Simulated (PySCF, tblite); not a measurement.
# C5H9NSi: geometry, infrared bands and NMR shifts

What infrared bands and NMR shifts should C5H9NSi (`C=C(C#N)CC[SiH3]`) show?

The runs use tblite 0.8.0 and PySCF 2.14.0, with density-fitted response routines of our own; the level of theory stands in each step. All values are computed, except where a source is named. Atoms are numbered from 0 throughout.

## (1) The molecule as given

16 atoms, charge 0, multiplicity 1; geometry from: force field or distance geometry start.

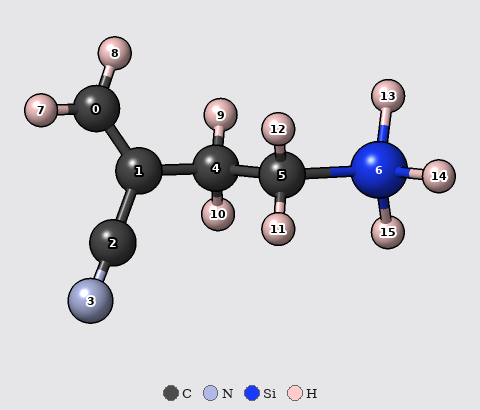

As it starts; carbon dark grey, nitrogen light blue, silicon blue, hydrogen pink, atoms numbered.

## (2) Geometry optimisation with GFN2-xTB

Job settings and geometry (Å):

```
{"job": {"kind": "relax", "xc": "GFN2-xTB", "basis": "xTB"}, "charge": 0, "multiplicity": 1}
C     -2.236400     1.287300    -0.165500
C     -1.565500     0.155100    -0.374700
C     -2.240900    -1.106100    -0.329700
N     -2.803500    -2.114300    -0.315500
C     -0.080000     0.154500    -0.655300
C      0.747900    -0.326100     0.530500
Si     2.603800    -0.313800     0.253000
H     -3.307600     1.290900     0.040600
H     -1.751800     2.256300    -0.192300
H      0.236100     1.166300    -0.946300
H      0.109100    -0.477700    -1.542500
H      0.453000    -1.349600     0.804200
H      0.529800     0.304700     1.415300
H      3.055400     1.063600    -0.054600
H      3.301600    -0.787100     1.475500
H      2.941600    -1.195000    -0.876900
```

Launch:

```
OMP_NUM_THREADS=1 python probes_run.py task.json out
```

This one command runs all jobs of the session in turn.

**Question.** This job is followed by: GFN2-xTB harmonic vibrations, gas phase; GIAO PBE0/pcSseg-1 NMR shielding, non-relativistic, gas phase. Predict these results of the whole session: strongest single infrared mode (GFN2-xTB); zero-point energy (GFN2-xTB); ¹³C shifts against TMS (PBE0/pcSseg-1); ¹H shifts against TMS (PBE0/pcSseg-1, means over atoms taken as alike); ¹⁵N shifts against NH3 (PBE0/pcSseg-1); ²⁹Si shifts against TMS (PBE0/pcSseg-1).

**Answer**, as computed:

| quantity | value |
| --- | --- |
| strongest single infrared mode (GFN2-xTB) | 794 cm⁻¹, 418 km/mol |
| zero-point energy (GFN2-xTB) | 75.0 kcal/mol |
| ¹³C shifts against TMS (PBE0/pcSseg-1) | 136.8, 135.0, 123.6, 38.3, 13.2 ppm |
| ¹H shifts against TMS (PBE0/pcSseg-1, means over atoms taken as alike) | 6.09, 6.03, 3.88, 2.21, 1.02 ppm |
| ¹⁵N shifts against NH3 (PBE0/pcSseg-1) | 317.9 ppm |
| ²⁹Si shifts against TMS (PBE0/pcSseg-1) | -69.2 ppm |

**Reading.** Relaxing lowered the energy by 0.070 eV in 77 steps; the close pair that moved most is C5–Si6, from 1.877 to 1.904 Å. All 42 modes are real, so the xTB geometry is a minimum. The strongest single mode, at 794 cm⁻¹, is spread over several atoms, H13, Si6, H15, H14 among them. GFN2-xTB is a fitted tight-binding method: band positions and strengths are rough. Its intensities can rank the bands wrongly. C0 (terminal =CH2 carbon) lies farthest downfield among carbon, at 136.8 ppm; an sp2 carbon of a C=C bond. At PBE0/pcSseg-1: The widest tensor belongs to N3: span 434 ppm, with a paramagnetic part of -391 ppm.
